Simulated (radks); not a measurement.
Cd²⁺ (Z = 48, 46 electrons) in the configuration [Kr] 4d10. The calculation used the in-house radial solver radks at this level: scalar-relativistic Kohn-Sham, BLYP, spin-unpolarised, spherical densities, finite nucleus.

Wanted: the number of electrons inside radius r (solid) and the radial density 4πr²ρ (dashed).

The count levels off at 46 electrons. Half of them lie within 0.389 bohr, 90 % within 1.34 bohr and 99 % within 2.35 bohr. The radial density has minima at 0.0419, 0.182 and 0.621 bohr, where the count stands at 2.0, 11.1 and 29.0; these part the shells that the density resolves.

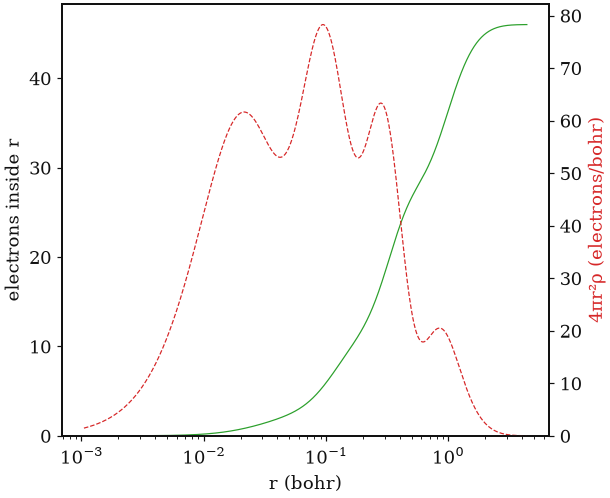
